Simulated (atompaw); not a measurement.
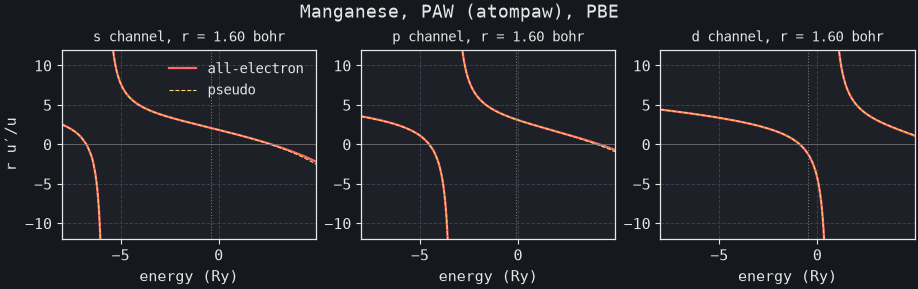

Logarithmic derivatives r u′/u at the test radius against energy, all-electron atom (solid) and pseudo-atom (dashed). Here u = r R(r). The dotted line marks the reference energy of the channel.

| Property | Result |
| --- | --- |
| Element | Mn |
| Generator | atompaw 4.2.0.5 |
| Type | PAW |
| Functional | PBE |
| Relativity | scalar-relativistic |
| Frozen core | [Ne] |
| Valence charge | 15 |
| Reference configuration | 3s2 3p6 3d5 4s2 4p0 |
| Partial waves | 3s (bound): rc 0.90 bohr; 4s (bound): rc 1.60 bohr; 3p (bound): rc 1.55 bohr; 4p (bound, empty): rc 1.60 bohr; 3d (bound): rc 1.60 bohr; 3d channel at 1 Ry: rc 1.60 bohr |
| Local potential | bessel scheme, radius 1.30 bohr |
| Core correction | smooth core density matched at 1.15 bohr |
| Augmentation charge | sinc compensation charge, radius 0.98 bohr; PAW radius 1.60 bohr; waves and projectors: custom rrkj vanderbiltortho |

Q: List the energies at which the logarithmic derivative diverges.

A: s: all-electron at -5.8 Ry, pseudo at -5.8 Ry; p: all-electron at -3.3 Ry, pseudo at -3.3 Ry; d: all-electron at 0.7 Ry, pseudo at 0.7 Ry.

Q: Does the potential have spurious states?

A: The plot shows none: pseudo and all-electron curves have the same branches in all channels drawn. The separate test gives: no ghost state below the valence levels in the s, p, d, f channels.

Q: At which energies does the logarithmic derivative pass through zero?

A: s: all-electron -6.7 and 2.7 Ry, pseudo -6.7 and 2.6 Ry; p: all-electron -4.5 and 4.1 Ry, pseudo -4.5 and 4.0 Ry; d: all-electron -0.9 Ry, pseudo -0.9 Ry.
